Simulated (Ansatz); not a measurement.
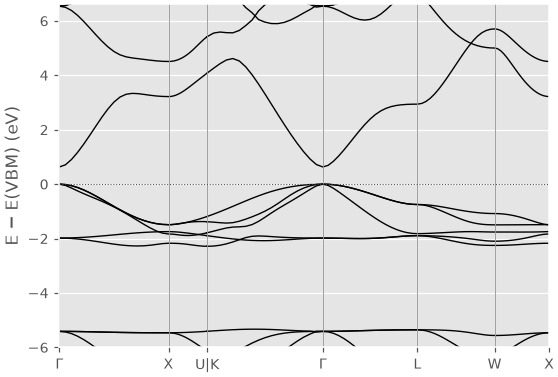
*Band structure from plane-wave PAW LDA (Ansatz code)*

Problem. Read off the gap and where the band edges lie.

Solution. About 0.6 eV (0.63 eV by a search for the band edges); maximum at Γ, minimum at Γ.

The material is CuCl (zinc blende, space group No. 216).

Space group F-43m (zinc blende). The LDA relaxation kept the symmetry of its start; phonons on a q-mesh show no instability. The run is not spin-polarised.

Potentials: the later of the program's two PAW sets.
